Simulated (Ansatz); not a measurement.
# Calculations on CH₄F₂N₂

Part 1: Relaxation

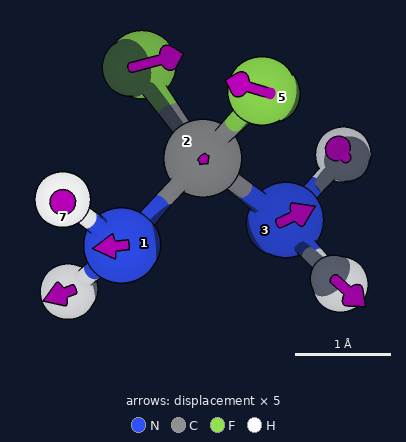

A relaxation of CH4F2N2. The starting structure is drawn faded, the final one solid; purple arrows show the displacements, magnified 5 times. The two geometries are superimposed by the best rigid fit.

The picture is a ball-and-stick view, seen at a tilt.

The run prepares an end point of a later path (torsion) calculation, from a guessed geometry.

Computed with RKS LDA/cc-pVDZ (Ansatz).

The input:
```yaml
crystal:
  periodic: [false, false, false]
  atoms:
    - { symbol: "N", position_ang: [-0.5532, 0.9313, -0.4284] }
    - { symbol: C, position_ang: [0.2842, -0.0983, -0.2062] }
    - { symbol: "N", position_ang: [-0.2069, -0.7574, 0.939] }
    - { symbol: F, position_ang: [0.3626, -0.9149, -1.2608] }
    - { symbol: F, position_ang: [1.5344, 0.3515, -0.0216] }
    - { symbol: H, position_ang: [-1.499, 0.5425, -0.5938] }
    - { symbol: H, position_ang: [-0.2988, 1.3605, -1.3344] }
    - { symbol: H, position_ang: [-0.0825, -0.0374, 1.6749] }
    - { symbol: H, position_ang: [0.5477, -1.4241, 1.2142] }
basis:
  gaussian: { orbitals: cc-pVDZ }
hamiltonian:
  xc: lda
relax:
  f_tol: 0.015
  max_steps: 40
```

Launched with:
```bash
ansatz run input.yaml --threads 1 --pin off --max-ram 2048MiB --backend cpu --events-out ev --progress --plain --runs-dir out
```

Atoms of which element are displaced furthest, and by how much?

Answer. Fluorine: up to 0.17 Å, against 0.12 Å for hydrogen.

What happened in the run?

Answer. F4 moves most after the best rigid fit: 0.17 Å. Largest moves by element: F 0.17 Å, H 0.12 Å, N 0.10 Å, C 0.02 Å. Among the contacts that change: N1–C2 1.346 → 1.400 Å, C2–F4 1.336 → 1.381 Å, C2–N3 1.410 → 1.400 Å, N1–H6 1.036 → 1.028 Å. Bond angles that change, for instance: H8–N3–H9 99.8° → 110.1°, C2–N3–H8 102.1° → 109.8°, H6–N1–H7 103.9° → 110.1°. After 7 geometry steps the energy has fallen by 7.39 kcal/mol. The largest force component goes from 2.6 to 0.0012 eV/Å.

Part 2: Relaxation

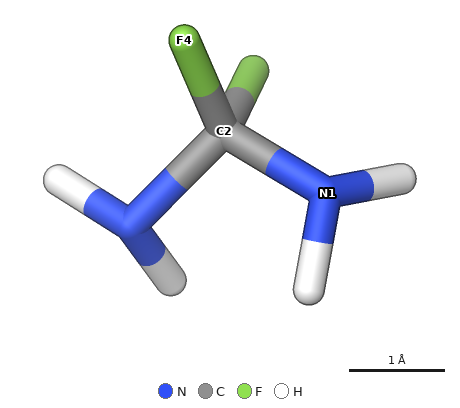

Starting structure of CH$_{4}$F$_{2}$N$_{2}$. The picture is a stick view, seen at a tilt.

The run prepares an end point of a later path (torsion) calculation, from a guessed geometry.

Computed with Ansatz, RKS LDA/cc-pVDZ.

Input file:
```yaml
crystal:
  periodic: [false, false, false]
  atoms:
    - { symbol: "N", position_ang: [-0.5532, 0.9313, -0.4284] }
    - { symbol: C, position_ang: [0.2842, -0.0983, -0.2062] }
    - { symbol: "N", position_ang: [1.25796, -0.03264, -1.22333] }
    - { symbol: F, position_ang: [0.82745, -0.04603, 1.01335] }
    - { symbol: F, position_ang: [-0.38807, -1.25868, -0.23745] }
    - { symbol: H, position_ang: [-1.499, 0.5425, -0.5938] }
    - { symbol: H, position_ang: [-0.2988, 1.3605, -1.3344] }
    - { symbol: H, position_ang: [0.69549, -0.21402, -2.07547] }
    - { symbol: H, position_ang: [1.77932, -0.93476, -1.15996] }
basis:
  gaussian: { orbitals: cc-pVDZ }
hamiltonian:
  xc: lda
relax:
  f_tol: 0.015
  max_steps: 40
```

Command:
```bash
ansatz run input.yaml --threads 1 --pin off --max-ram 2048MiB --backend cpu --events-out ev --progress --plain --runs-dir out
```

> What does the optimiser find from here?

The energy falls by 0.447 eV in 7 accepted moves (8 points after the start). Largest force component: 3 eV/Å at the start, 0.013 eV/Å at the end. The line search rejected the trial step at point 4 of the run. The largest move after the best rigid fit is that of H8, 0.33 Å. By element the largest moves are H 0.33 Å, F 0.14 Å, N 0.13 Å, C 0.11 Å. Among the contacts that change: C2–F5 1.341 → 1.393 Å, N1–C2 1.346 → 1.395 Å, C2–F4 1.336 → 1.369 Å, N1–H6 1.036 → 1.024 Å. Among the angles between lasting bonds that change: H6–N1–H7 103.9° → 114.0°, H8–N3–H9 99.8° → 108.6°, C2–N3–H8 102.1° → 109.9°.

Step by step:

```json
{"step": "0", "E − E(0), eV": "0.0000", "largest force component, eV/Å": "2.9978", "note": ""}
{"step": "1", "E − E(0), eV": "-0.3369", "largest force component, eV/Å": "0.9165", "note": ""}
{"step": "2", "E − E(0), eV": "-0.4130", "largest force component, eV/Å": "0.4513", "note": ""}
{"step": "3", "E − E(0), eV": "-0.4334", "largest force component, eV/Å": "0.4586", "note": ""}
{"step": "4", "E − E(0), eV": "-0.3043", "largest force component, eV/Å": "1.4932", "note": "rejected"}
{"step": "5", "E − E(0), eV": "-0.4456", "largest force component, eV/Å": "0.1717", "note": ""}
{"step": "6", "E − E(0), eV": "-0.4467", "largest force component, eV/Å": "0.0459", "note": ""}
{"step": "7", "E − E(0), eV": "-0.4471", "largest force component, eV/Å": "0.0192", "note": ""}
{"step": "8", "E − E(0), eV": "-0.4472", "largest force component, eV/Å": "0.0133", "note": ""}
```

Final geometry:

```xyz
9

N    -0.6251    0.9558   -0.4535
C     0.2464   -0.1234   -0.3092
N     1.2536   -0.1395   -1.2912
F     0.8787   -0.1169    0.9055
F    -0.5049   -1.2959   -0.2679
H    -1.6115    0.6873   -0.3876
H    -0.4061    1.5398   -1.2647
H     0.8679   -0.4802   -2.1832
H     2.0063   -0.7771   -0.9940
```

After the run, drawn alike:

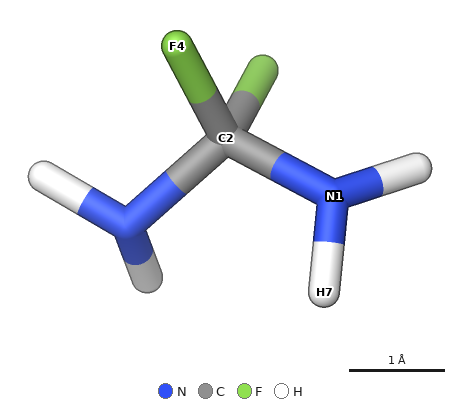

Part 3: Path

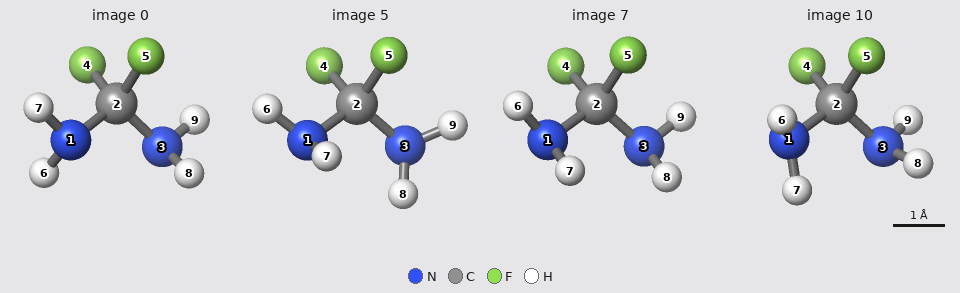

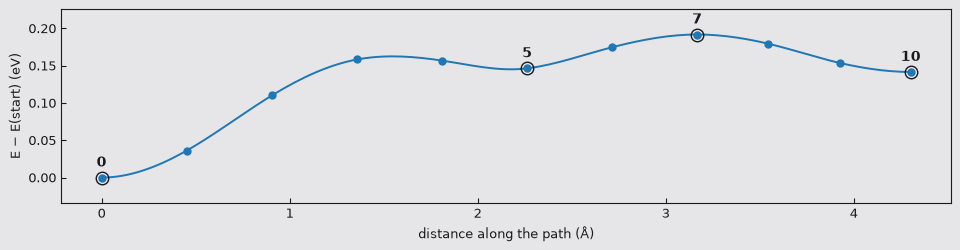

A search for the minimum-energy path of CH4F2N2 by the nudged elastic band. Images are numbered from 0 (start) to 10 (end). Style: ball-and-stick. Shown at a tilt.

Computed with RKS LDA/cc-pVDZ in Ansatz 0.2.0. Settings: 9 movable images; climbing image; force threshold 0.05 eV/Å; iteration limit 60; starting path by image-dependent pair potential.

**What happens along the path, and what is the barrier?**

The highest point, image 7, lies 0.192 eV above the start and 0.050 eV above the end; the end is at +0.142 eV relative to the start. The profile has 2 maxima (images 3, 7) with a dip at image 5 (+0.146 eV), so the process runs in steps. The path has more than one stage, and so few images may leave a stage unresolved. No bond forms or breaks between the ends. Bond angles that change up to the highest image, for instance: N1–C2–F4 114.5° → 109.1°, N1–C2–F5 106.9° → 111.4°. The band converged in 9 iterations. The largest component of the band force went from 1.4 to 0.026 eV/Å. The climbing image converged on the top of the path. Its vibrational analysis gives one imaginary mode (194i cm⁻¹), as a transition state must have.
